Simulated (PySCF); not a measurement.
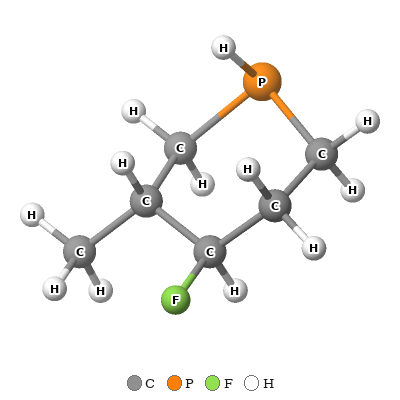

Structure of C₆H₁₂FP, SMILES C[C@@H]1CPCC[C@H]1F.

Vertical TDDFT excitations, ωB97X-D/def2-SVPD (IEF-PCM benzene), PySCF 2.14.0, at a PBE0-D3(BJ)/def2-SVP geometry (no frequency check).

Question: Predict the low-lying singlet excitations and the spectrum.

Answer: The lowest singlet lies at 6.65 eV (187 nm, f = 0.105) (S2 lies within 0.06 eV, too close to order); the brightest of the first 6 is S3 at 7.43 eV (167 nm), f = 0.234, mainly HOMO → LUMO+5 (72 %). No singlet lies below 3.1 eV (beyond 400 nm), so at this level no vertical transition falls in the visible.


| state | E (eV) | λ (nm) | f | main character |
| --- | --- | --- | --- | --- |
| S1 | 6.65 | 187 | 0.105 | HOMO → LUMO+1 (65 %) |
| S2 | 6.68 | 186 | 0.090 | HOMO → LUMO (65 %) |
| S3 | 7.43 | 167 | 0.234 | HOMO → LUMO+5 (72 %) |
| S4 | 7.70 | 161 | 0.013 | HOMO → LUMO+2 (65 %) |
| S5 | 8.24 | 150 | 0.018 | HOMO−1 → LUMO (26 %) |
| S6 | 8.30 | 149 | 0.037 | HOMO → LUMO+3 (18 %) |

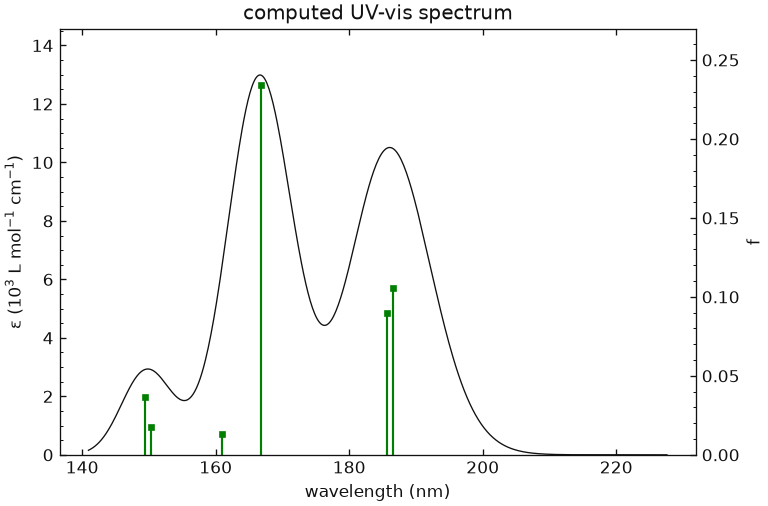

Only the first 6 singlet excitations are included; each is broadened by a Gaussian of 1/e half-width 0.30 eV. Sticks give oscillator strengths (right axis).

Caveats: one conformer of a flexible molecule; core orbitals are frozen in the response.
